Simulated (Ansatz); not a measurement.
A series of calculations on AlPH₅Cl

### Relaxation

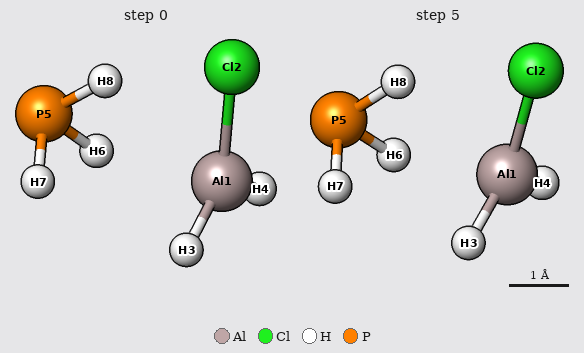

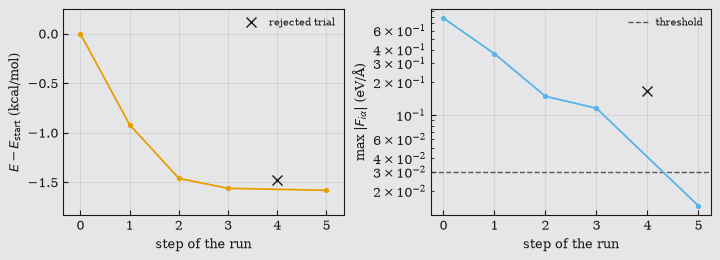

First and last geometry of a relaxation of AlPH₅Cl, with the history of the run. A ball-and-stick model, seen at a tilt.

The run prepares an end point of a later path (reaction) calculation, from a guessed geometry.

Computed with RKS revPBE-D4/def2-SVP (Ansatz 0.2.0).

The input:
```yaml
crystal:
  periodic: [false, false, false]
  atoms:
    - { symbol: Al, position_ang: [0.027144, 0.093097, 0.093826] }
    - { symbol: Cl, position_ang: [-0.116406, 0.602512, 2.232805] }
    - { symbol: H, position_ang: [1.479058, 0.102147, -0.554352] }
    - { symbol: H, position_ang: [-1.345838, -0.08818, -0.687507] }
    - { symbol: P, position_ang: [0.200753, -3.201773, 1.182592] }
    - { symbol: H, position_ang: [-0.69376, -2.855101, 0.104684] }
    - { symbol: H, position_ang: [1.372292, -2.774826, 0.461001] }
    - { symbol: H, position_ang: [0.045758, -1.938876, 1.83885] }
basis:
  gaussian: { orbitals: def2-SVP }
hamiltonian:
  xc: revpbe
  dispersion: d4
relax:
  f_tol: 0.03
  max_steps: 50
output:
  orbitals: {}
```

Launched with:
```bash
ansatz run input.yaml --threads 2 --pin off --max-ram 3072MiB --backend cpu --events-out ev --progress --plain --runs-dir out
```

> Read the history and describe the run.

It converged. The largest move after the best rigid fit is that of Cl2, 0.23 Å. Largest moves by element: Cl 0.23 Å, H 0.21 Å, Al 0.16 Å, P 0.11 Å. Among the contacts that change: Al1–P5 3.474 → 3.262 Å, Al1–Cl2 2.203 → 2.144 Å, P5–H8 1.432 → 1.447 Å. The energy falls by 1.58 kcal/mol in 4 accepted moves (5 points after the start). Largest force component: 0.78 eV/Å at the start, 0.015 eV/Å at the end. The line search rejected the trial step at point 4 of the run.

Limits of the set-up: the start holds two separate molecules, 2.6 Å apart at their closest, whose relative position is a soft coordinate.

### Relaxation

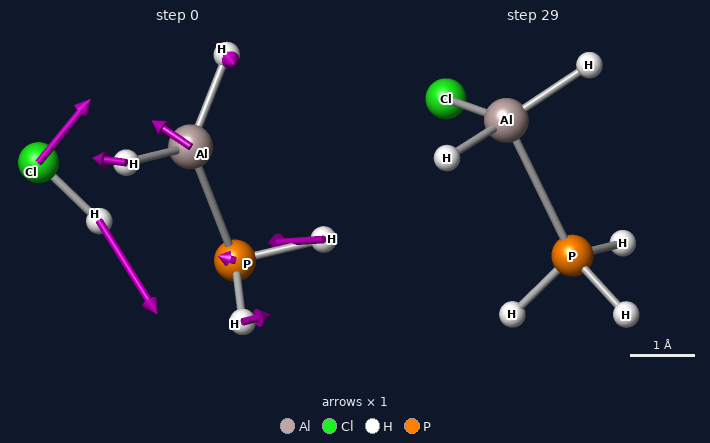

The structure of AlPH5Cl before (left) and after (right) a relaxation, at one scale. The purple arrows give the displacements, at their true length.

Style: ball-and-stick. Shown from a free direction.

The run prepares an end point of a later path (reaction) calculation, from a guessed geometry.

These are results of RKS revPBE-D4/def2-SVP (Ansatz), not measurements.

The input:
```yaml
crystal:
  periodic: [false, false, false]
  atoms:
    - { symbol: Al, position_ang: [0.099438, -0.55453, -0.362818] }
    - { symbol: Cl, position_ang: [-0.099743, 0.2924, 2.947969] }
    - { symbol: H, position_ang: [1.453292, 0.253664, -0.624381] }
    - { symbol: H, position_ang: [-1.336055, -0.028505, -0.831279] }
    - { symbol: P, position_ang: [0.200504, -2.584049, 0.716919] }
    - { symbol: H, position_ang: [-0.708446, -3.318651, -0.12043] }
    - { symbol: H, position_ang: [1.413791, -3.077635, 0.127623] }
    - { symbol: H, position_ang: [-0.053781, -1.043693, 2.818297] }
basis:
  gaussian: { orbitals: def2-SVP }
hamiltonian:
  xc: revpbe
  dispersion: d4
relax:
  f_tol: 0.03
  max_steps: 50
```

Command:
```bash
ansatz run input.yaml --threads 2 --pin off --max-ram 3072MiB --backend cpu --events-out ev --progress --plain --runs-dir out
```

Summarise the run.

Answer. H8 moves most after the best rigid fit: 1.97 Å. By element the largest moves are H 1.97 Å, Cl 1.33 Å, Al 0.78 Å, P 0.30 Å. Some distances before and after: Cl2–H8 1.343 → 3.585 Å, Al1–Cl2 3.423 → 2.174 Å, P5–H8 2.618 → 1.427 Å, Al1–P5 2.301 → 2.550 Å. New bonds form, among them: Al1–Cl2 (3.42 → 2.17 Å), P5–H8 (2.62 → 1.43 Å). Bonds break, among them: Cl2–H8 (1.34 → 3.58 Å). Among the angles between lasting bonds that change: Al1–P5–H7 98.5° → 127.4°, H3–Al1–P5 119.1° → 101.0°, H4–Al1–P5 117.8° → 101.0°. After 25 accepted moves (29 points after the start) the energy has fallen by 1.623 eV. Largest force component: 0.85 eV/Å at the start, 0.0031 eV/Å at the end. The line search rejected the trial steps at points 3, 19, 23, 26 of the run. The forces were under the threshold at step 20, but the run went on from there. Cost: 41 s on 2 threads of Arm Neoverse V1, with other jobs on the host, peak memory 0.14 GiB.

Limits of the set-up: the start holds two separate molecules, 2.6 Å apart at their closest, whose relative position is a soft coordinate.

### Path

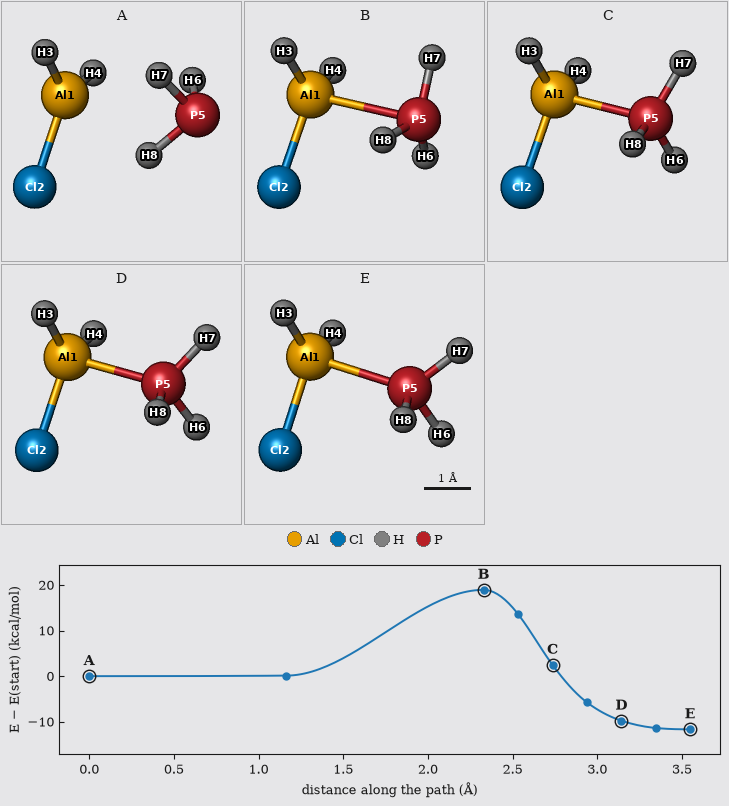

A nudged-elastic-band calculation for AlPH5Cl, made up at the start of AlH2Cl and PH$_{3}$. Images are numbered from 0 (start) to 8 (end). Frames A to E are images 0, 2, 4, 6, 8. The picture is a ball-and-stick view, seen at a tilt.

The calculation used Ansatz, RKS revPBE-D4/def2-SVP. Set-up: 7 movable images; climbing image; force threshold 0.05 eV/Å; iteration limit 60; starting path through a guess of the saddle point.

Q: What happens along the path, and what is the barrier?

A: The highest point, image 2, lies 18.9 kcal/mol above the start and 30.6 kcal/mol above the end; the end is at −11.7 kcal/mol relative to the start. Forming: Al1–P5 (3.26 → 2.71 at the top → 2.55 Å). The band converged in 37 iterations. The largest component of the band force went from 6.1 to 0.019 eV/Å. The climbing image converged on the top of the path. Its vibrational analysis gives one imaginary mode (895i cm⁻¹), as a transition state must have.

Limits of the set-up: the start holds two separate molecules, 2.5 Å apart at their closest, whose relative position is a soft coordinate.
